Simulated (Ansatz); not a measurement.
**BFH₂S: an energy map over bond length B2–S3 and dihedral F1–B2–S3–H5**

Aim: map the energy of BFH₂S, SMILES FBS over two coordinates, and find its wells, ridges and stiffness.

Program: Ansatz 0.2.0. Level of theory: RHF-MP2, frozen core/def2-TZVP. These are calculated values, not measurements.

**1. Starting geometry**

SMILES `FBS`, 5 atoms, charge 0, spin multiplicity 1.

Atoms are counted from 1 here; the program's logs count them from 0.

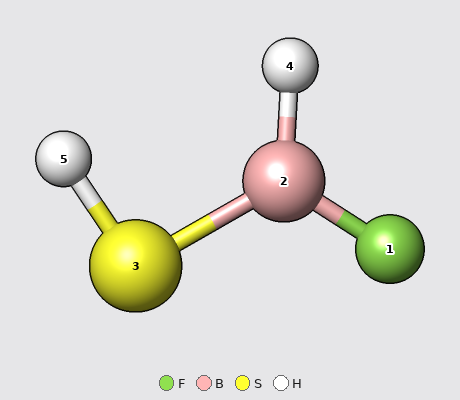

Start geometry, drawn with fluorine green, boron pink, sulfur yellow, hydrogen white; atoms are numbered from 1 in the order of the file.

Geometry (Å):

```mol
BFH2S
  3D, bonds by distance, orders not assigned

  5  4  0  0  0  0  0  0  0  0999 V2000
   -1.1276   -0.9127   -1.0793 F   0  0
   -0.4136   -0.3399   -0.1097 B   0  0
    0.9801    0.7044   -0.5904 S   0  0
   -0.7194   -0.5360    1.0493 H   0  0
    1.3303    1.0106    0.6887 H   0  0
  1  2  8  0
  2  3  8  0
  2  4  8  0
  3  5  8  0
M  END
```

This geometry comes from a loose relaxation at PBE in a small basis, which is not shown.

**3. The grid**

The axes are (1) bond length B2–S3: 15 values from 1.509 to 2.335 Å; (2) dihedral F1–B2–S3–H5: 15 values from −180 to 156 °, periodic.

Nothing else is relaxed (all other coordinates rigid). Energies count from the relaxed molecule at the same level.

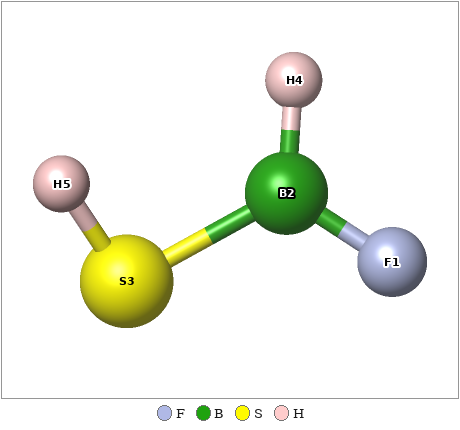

The geometry at bond length B2–S3 = 1.922 Å, dihedral F1–B2–S3–H5 = 156°.

(The set-up runs are not shown.)

**4. The run at bond length B2–S3 = 1.922 Å, dihedral F1–B2–S3–H5 = 156°**

The input, input.yaml:

```yaml
crystal:
  periodic: [false, false, false]
  atoms:
    - { symbol: F, position_ang: [-1.122638, -0.908621, -1.069357] }
    - { symbol: B, position_ang: [-0.410674, -0.33746, -0.104413] }
    - { symbol: S, position_ang: [1.072878, 0.77405, -0.612058] }
    - { symbol: H, position_ang: [-0.708221, -0.52806, 1.03172] }
    - { symbol: H, position_ang: [1.062072, 1.482474, 0.521773] }
basis:
  gaussian: { orbitals: def2-TZVP }
hamiltonian:
  xc: hf
output:
  forces: true
correlation:
  method: mp2
```

Launch:

```bash
ansatz run input.yaml --threads 1 --pin off --max-ram 2560MiB --backend cpu --events-out ev --progress --plain --runs-dir out
```

Further runs follow: the other points that were computed.

Before running it: what results should come out? Wanted: lowest point; highest computed point; largest force on an atom.

The runs gave:

| quantity | value |
| --- | --- |
| lowest point | bond length B2–S3 = 1.804 Å, dihedral F1–B2–S3–H5 = −180°, 0.015 kcal/mol |
| highest computed point | bond length B2–S3 = 1.509 Å, dihedral F1–B2–S3–H5 = −84°, 58.9 kcal/mol above the lowest |
| largest force on an atom (eV/Å) | 0.2 at bond length B2–S3 = 1.804 Å, dihedral F1–B2–S3–H5 = −180° to 15.3 at bond length B2–S3 = 1.509 Å, dihedral F1–B2–S3–H5 = −84°; 0.2 at the lowest point |
| time for the whole task | 10 min on 1 thread, shared host |

The lowest computed point is at bond length B2–S3 = 1.804 Å, dihedral F1–B2–S3–H5 = −180°, 0.015 kcal/mol from the relaxed molecule at the same level; the map holds 2 wells of about this depth. The grid is coarse, so the lowest point of the scanned range may lie between grid points; coordinates that were held can hide deeper minima. The grid shows no well of another kind. The highest computed point, bond length B2–S3 = 1.509 Å, dihedral F1–B2–S3–H5 = −84°, lies 58.9 kcal/mol above the lowest. On the interpolated surface the easiest way out of the lowest well to the well at bond length B2–S3 = 1.804 Å, dihedral F1–B2–S3–H5 = −12° passes a barrier of about 13 kcal/mol. Round the minimum the two coordinates are nearly uncoupled.
